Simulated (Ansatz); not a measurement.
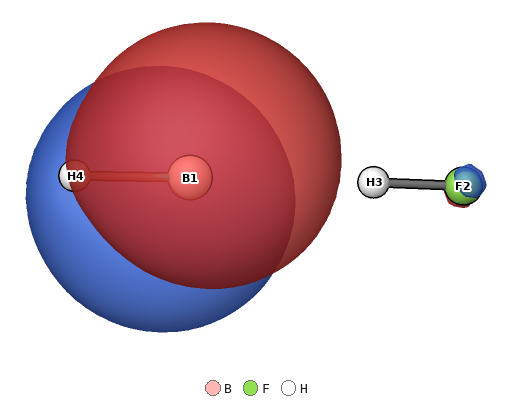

*BH···HF. The LUMO at ±0.1 Å⁻³ᐟ² (red and blue are the two phases), seen from one side.*

Computed with Ansatz, RKS PBE0-D4/def2-TZVP.

Where does this orbital lie, and at what energy?

Its weight (Hirshfeld) is mainly on B1 (about 90 %) and H4 (about 10 %); it vanishes on the molecular axis (π type). It is one of a degenerate set, so its orientation is arbitrary. Its energy is −3.20 eV.
